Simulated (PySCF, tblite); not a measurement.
# C3H8BFSi: geometry, infrared bands and NMR shifts

What infrared bands and NMR shifts should C3H8BFSi (`B[Si@@H]1CC[C@@H]1F`) show?

Programs: tblite 0.8.0 and PySCF 2.14.0, with density-fitted response routines of our own. Each step states its level of theory. These are calculated values for one molecule in the gas phase, unless marked as measured. Atoms are numbered from 0 throughout.

## (1) Starting geometry

14 atoms, charge 0, multiplicity 1; geometry from: force field or distance geometry start.

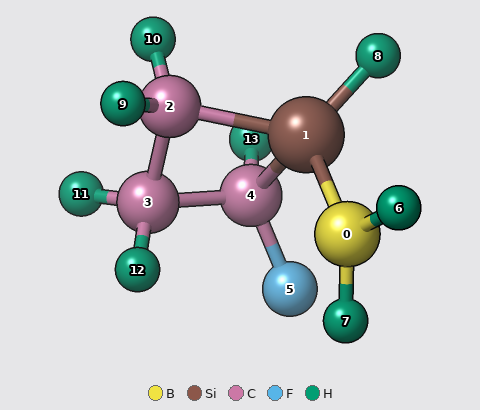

As it starts; boron yellow, silicon brown, carbon pink, fluorine blue, hydrogen teal, atoms numbered.

## (2) Optimising the geometry with GFN2-xTB

What the job is given:

```
{"job": {"kind": "relax", "xc": "GFN2-xTB", "basis": "xTB"}, "charge": 0, "multiplicity": 1}
B      2.200900     0.172800     0.472500
Si     0.673500     0.493400    -0.665200
C     -0.895200     0.989400     0.149800
C     -1.201800    -0.412900     0.590400
C     -0.527800    -0.927300    -0.634100
F      0.030000    -2.163300    -0.444800
H      3.147200     0.886700     0.386500
H      2.343000    -0.879600     0.965300
H      0.937500     0.965300    -2.001300
H     -0.864400     1.664200     1.018800
H     -1.677700     1.326600    -0.574000
H     -2.284900    -0.582400     0.693300
H     -0.685900    -0.684100     1.542100
H     -1.195200    -0.849300    -1.521400
```

Launch:

```sh
$ OMP_NUM_THREADS=1 python probes_run.py task.json out
```

This one command runs all jobs of the session in turn.

**Question.** This job is followed by: GFN2-xTB harmonic vibrations, gas phase; GIAO PBE0/pcSseg-1 NMR shielding, non-relativistic, gas phase. Predict these results of the whole session: strongest single infrared mode (GFN2-xTB); zero-point energy (GFN2-xTB); ¹³C shifts against TMS (PBE0/pcSseg-1); ¹H shifts against TMS (PBE0/pcSseg-1, means over atoms taken as alike); ¹¹B shifts against BF3·OEt2 (PBE0/pcSseg-1); ²⁹Si shifts against TMS (PBE0/pcSseg-1); ¹⁹F shifts against CFCl3 (PBE0/pcSseg-1); surface potential, least and greatest.

The runs gave:

```
                                                              quantity                                          value
                             strongest single infrared mode (GFN2-xTB)                          2152 cm⁻¹, 393 km/mol
                                          zero-point energy (GFN2-xTB)                                  63.9 kcal/mol
                                ¹³C shifts against TMS (PBE0/pcSseg-1)                            95.3, 37.0, 0.0 ppm
¹H shifts against TMS (PBE0/pcSseg-1, means over atoms taken as alike)  10.87, 5.53, 5.19, 3.16, 3.09, 1.31, 0.95 ppm
                           ¹¹B shifts against BF3·OEt2 (PBE0/pcSseg-1)                                      115.7 ppm
                               ²⁹Si shifts against TMS (PBE0/pcSseg-1)                                      -30.3 ppm
                              ¹⁹F shifts against CFCl3 (PBE0/pcSseg-1)                                     -201.9 ppm
                                 surface potential, least and greatest                             -1.15 V and 1.75 V
```

Over 126 steps the energy fell by 0.756 eV; of the close pairs, Si1–C2 changed most, 1.836 to 1.931 Å. All 36 modes are real, so the xTB geometry is a minimum. The strongest single mode, at 2152 cm⁻¹, moves mainly H8. Unscaled tight-binding wavenumbers are off by several per cent, some by more. Its intensities can rank the bands wrongly. At PBE0/pcSseg-1: Shielding is most anisotropic at B0 (span 289 ppm, paramagnetic term -211 ppm). By nearest atom (PBE0/pcSseg-1), the HOMO sits on C4 29 %; Si1 18 % and the LUMO on B0 52 %; H6, H7 about 12 % each.
